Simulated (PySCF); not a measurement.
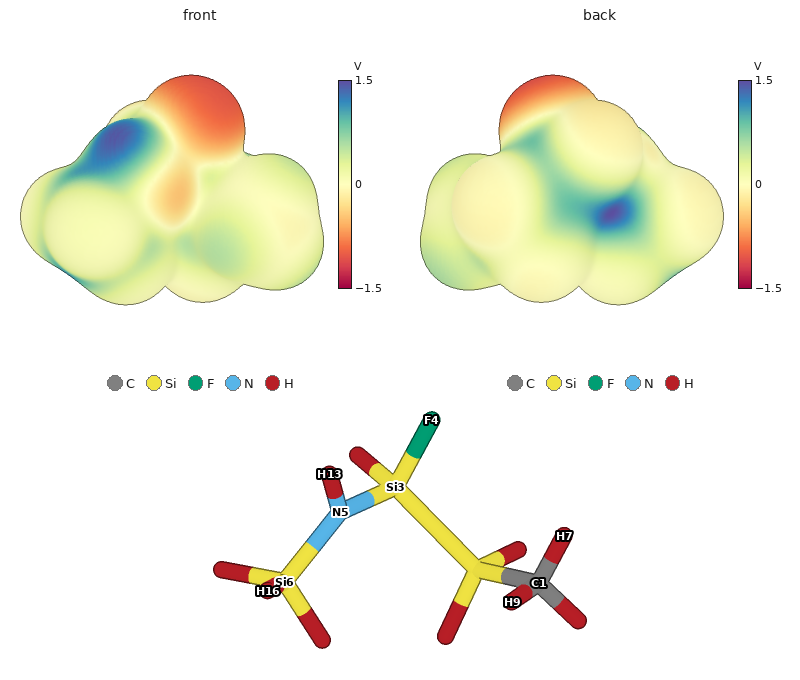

CH₁₀FNSi₃. The electrostatic potential painted on the density surface at 0.001 e/bohr³, seen from the front and from behind; red is negative and blue positive. The bare structure is drawn below in the same view.

Geometry: GFN2-xTB.

The calculation used PySCF, PBE0/pcSseg-1, SCF density, gas phase, non-relativistic.

```yaml
atoms:
  - { symbol: C, position_ang: [-2.4262, 0.4636, -0.7202] }
  - { symbol: Si, position_ang: [-1.4374, -0.9280, 0.1212] }
  - { symbol: Si, position_ang: [0.2866, -0.1140, 1.4071] }
  - { symbol: F, position_ang: [-0.2354, 1.1177, 2.3279] }
  - { symbol: N, position_ang: [1.5101, 0.6574, 0.4557] }
  - { symbol: Si, position_ang: [2.5063, 0.0150, -0.8044] }
  - { symbol: H, position_ang: [-2.8210, 1.1599, 0.0155] }
  - { symbol: H, position_ang: [-3.2661, 0.0745, -1.2897] }
  - { symbol: H, position_ang: [-1.7989, 1.0311, -1.4031] }
  - { symbol: H, position_ang: [-0.9640, -1.8512, -0.9236] }
  - { symbol: H, position_ang: [-2.3800, -1.7075, 0.9440] }
  - { symbol: H, position_ang: [0.8866, -0.9781, 2.4282] }
  - { symbol: H, position_ang: [1.8529, 1.5150, 0.8620] }
  - { symbol: H, position_ang: [3.6122, -0.7894, -0.2699] }
  - { symbol: H, position_ang: [1.6352, -0.8245, -1.6248] }
  - { symbol: H, position_ang: [3.0315, 1.1677, -1.5370] }
```

> Describe the electrostatic potential map.

The most negative region (about −1.0 V) lies over F4, the most positive (about +1.4 V) over Si3, Si6 and H13.

> What dipole moment does the calculation give?

Its dipole moment is 1.28 D.
